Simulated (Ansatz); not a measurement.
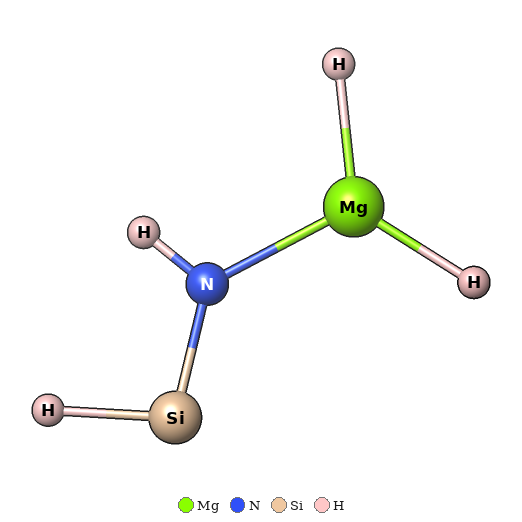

All atoms lie in one plane, which faces the viewer. Charge −1, singlet. The computed structure is the end point of a PBE-D4/def2-SVPD optimisation. No frequency run is at hand to confirm it as a minimum.

Q: List the symmetry elements and name the point group.

A: It has 1 mirror plane, so the point group is Cs. The group has 2 operations. The geometry is achiral, and symmetry allows a dipole moment.
